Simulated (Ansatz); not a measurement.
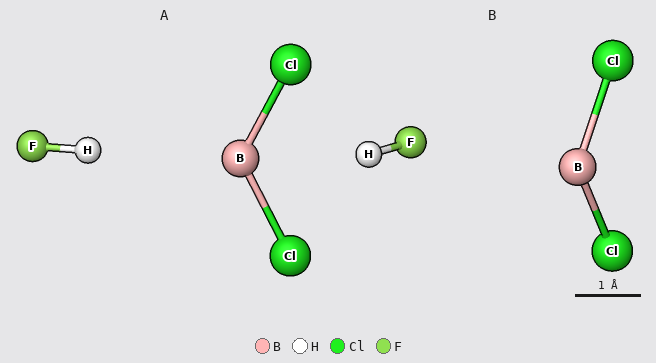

Two geometries of BHCl2F (multiplicity 2), drawn at one scale. One is the start of a relaxation, the other its converged end. The picture is a ball-and-stick view, seen at a tilt.

Theory: UHF/def2-SVP (Ansatz). Settings: collinear spin; force threshold 0.03 eV/Å; at most 50 steps.

Question: Which one is relaxed?

Answer: Structure B is the relaxed one. The run prepares an end point of a later path (reaction) calculation, from a guessed geometry. The energy falls by 0.068 eV in 26 accepted moves (36 points after the start). Largest force component: 0.38 eV/Å at the start, 0.00061 eV/Å at the end. The line search rejected the trial steps at points 2, 6, 9, 12, 18, 22, 26, 28 and more of the run. The forces were under the threshold at step 29, but the run went on from there. The F atom moves most after the best rigid fit: 0.79 Å. By element the largest moves are F 0.79 Å, H 0.75 Å, B 0.48 Å, Cl 0.26 Å. Among the contacts that change: B–Cl 1.731 → 1.740 Å, F–H 0.908 → 0.902 Å. Bond angles that change, for instance: Cl–B–Cl 126.5° → 124.2°.

Limits of the set-up: the start holds two separate molecules, 2.4 Å apart at their closest, whose relative position is a soft coordinate and is computed without a dispersion correction; Hartree-Fock leaves out electron correlation.
